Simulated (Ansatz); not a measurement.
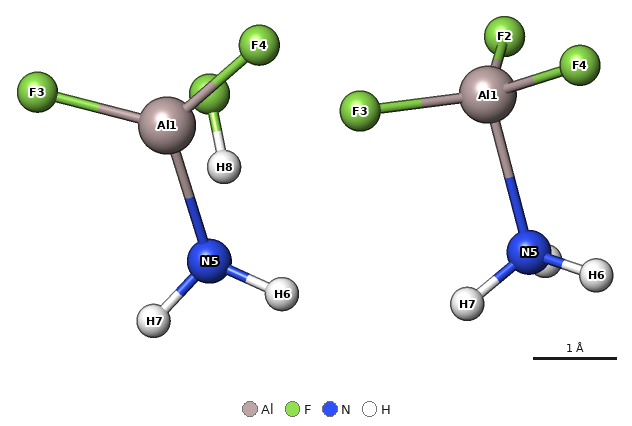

Two geometries of AlNH₃F₃, drawn at one scale. One is the start of a relaxation, the other its converged end. A ball-and-stick model, seen from a free direction.

All numbers below come from Ansatz, RHF/6-31G*. Set-up: no spin polarisation; force threshold 0.03 eV/Å; at most 50 steps.

Q: Which one is relaxed?

A: The right one is the relaxed one. The run prepares an end point of a later path (reaction) calculation, from a guessed geometry. Over 16 accepted moves (17 points after the start) the energy falls by 2.784 eV. Largest force component: 1.6 eV/Å at the start, 0.016 eV/Å at the end. The line search rejected the trial step at point 4 of the run. The atom that moves furthest after the best rigid fit is H8 (1.29 Å). By element the largest moves are H 1.29 Å, F 1.03 Å, Al 0.72 Å, N 0.37 Å. Near-neighbour distances that change, for instance: F2–H8 0.921 → 2.773 Å, N5–H8 2.255 → 1.006 Å, Al1–F2 2.879 → 1.646 Å, Al1–N5 1.863 → 2.028 Å. New bonds form, among them: Al1–F2 (2.88 → 1.65 Å), N5–H8 (2.25 → 1.01 Å). Bonds break, among them: F2–H8 (0.92 → 2.77 Å). Bond angles that change, for instance: F3–Al1–N5 120.0° → 100.7°, Al1–N5–H6 120.2° → 110.7°, F3–Al1–F4 120.2° → 116.6°. The run took 31 s on 1 thread of Arm Neoverse V1, on a shared host, peak memory 0.15 GiB.

Limits of the set-up: the start holds two separate molecules, 2.3 Å apart at their closest, whose relative position is a soft coordinate and is computed without a dispersion correction; Hartree-Fock leaves out electron correlation.
